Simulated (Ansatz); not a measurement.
## Run report: B₂SiH₄, single-point calculation

System: B₂SiH₄, multiplicity 9.
Method: UKS B3LYP-d3bjatm/6-31++G** (Ansatz 0.2.0).

Some settings of this run were made unusual or wrong on purpose. The geometry comes from this level: PBE0-D4/def2-TZVP. Figures and captions count atoms from 1; the log counts them from 0 in places.

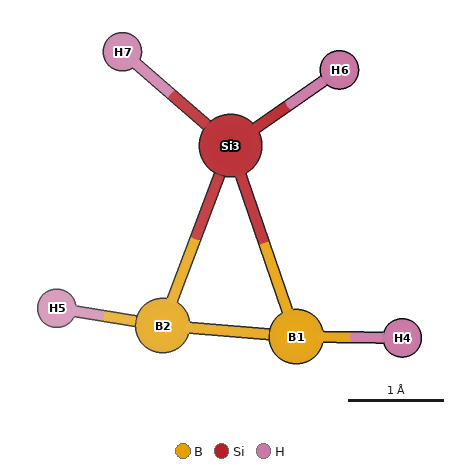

Fig. 1: The structure (ball-and-stick view, seen at a tilt; atoms are numbered from 1 in the order of the input). Bond lengths as drawn: B–B 1.55 Å, B–H 1.24 Å, B–Si 2.13 Å and H–Si 1.56 Å.

**The input**
```yaml
crystal:
  periodic: [false, false, false]
  atoms:
    - {symbol: B, position_ang: [-1.132499, -0.294630, -0.711111]}
    - {symbol: B, position_ang: [0.264513, -0.895176, -1.025816]}
    - {symbol: Si, position_ang: [0.340272, 0.428871, 0.639672]}
    - {symbol: H, position_ang: [-2.211317, 0.231538, -0.404523]}
    - {symbol: H, position_ang: [1.409559, -1.333437, -1.203058]}
    - {symbol: H, position_ang: [-0.440470, 1.395509, 1.578593]}
    - {symbol: H, position_ang: [1.834202, 0.395821, 1.078258]}
basis:
  gaussian: {orbitals: "6-31++G**"}
magnetization: {spin_polarized: true, initial_magnetization: 8}
hamiltonian: {xc: {name: B3LYP}, dispersion: d3bjatm}
output: {forces: true}
```

Run on 2 threads of Arm Neoverse V2, 23 GiB of memory available, shared host.

Launch command:
```bash
ansatz run in.yaml --threads 2 --pin off --events-out ev --progress --plain --max-ram 4352MiB
```

**What the program printed**
```
Functional definition: B3LYP
  name "B3LYP"
  cite "Stephens, Devlin, Chabalowski & Frisch, J. Phys. Chem. 98, 11623 (1994) doi:10.1021/j100096a001"
  cite "Becke, Phys. Rev. A 38, 3098 (1988) doi:10.1103/PhysRevA.38.3098"
  cite "Lee, Yang & Parr, Phys. Rev. B 37, 785 (1988) doi:10.1103/PhysRevB.37.785"
  cite "Vosko, Wilk & Nusair, Can. J. Phys. 58, 1200 (1980) doi:10.1139/p80-159"
  parameter a0 = 0.2
  parameter ax = 0.72
  parameter ac = 0.81
  exchange = (1 - a0 - ax)*slater_x + ax*b88_x + a0*exact_x
  correlation = (1 - ac)*vwn_rpa_c + ac*lyp_c
753 factors; integrals over basis functions are off by at most 9.7e-4 eV
mean field evaluation 1: about -9266.9449 eV, gradient 2.6e1 eV
mean field evaluation 2: about -9247.4258 eV, gradient 4.7e1 eV
mean field evaluation 4: about -9272.0588 eV, gradient 4.0e0 eV
mean field evaluation 8: about -9272.3895 eV, gradient 4.0e-1 eV
mean field evaluation 16: about -9272.3911 eV, gradient 3.8e-4 eV
mean field -9272.39111256 eV, -340.7540883341 hartree, gradient 4.9e-5 eV, S^2 20.008265; 2 other end points of the search recorded, 0 dependent functions left out
the calculation of the forces begins
reference -9272.39135415 eV, -340.7540972125 hartree; 18, 10 occupied and 67, 75 virtual orbitals, 753 factors
Total energy: -9272.61044834 eV, -340.7621487756 hartree
Atom 0 at    -1.132499    -0.294630    -0.711111 Å, force    -5.449136     1.765923     0.583052 eV/Å
Atom 1 at     0.264513    -0.895176    -1.025816 Å, force     4.807580    -2.575008    -1.783698 eV/Å
Atom 2 at     0.340272     0.428871     0.639672 Å, force    -1.081821    -1.399626    -2.069366 eV/Å
Atom 3 at    -2.211317     0.231538    -0.404523 Å, force    -0.483762    -0.127050    -0.346541 eV/Å
Atom 4 at     1.409559    -1.333437    -1.203058 Å, force     0.088974    -0.400507    -0.429741 eV/Å
Atom 5 at    -0.440470     1.395509     1.578593 Å, force    -0.905680     2.214711     2.451057 eV/Å
Atom 6 at     1.834202     0.395821     1.078258 Å, force     3.023844     0.521557     1.595238 eV/Å
Dipole moment:     0.066433     0.092034     0.134568 e Å
```

**Outcome**

- outcome: converged
- total energy: −9272.6104 eV
- mean-field energy: −9272.3914 eV
- dispersion energy: −0.2191 eV
- ⟨S²⟩: 20.008
- SCF solution under orbital rotations: stable
- largest force (length of the vector): 5.758 eV/Å
- dipole moment: 0.85 D
- wall time: 2.2 s (CPU time 4.2 s)
- peak memory: 0.32 GiB

This input holds a deliberate fault: spin. The program still converged, but the numbers can't be taken as results for the intended system.
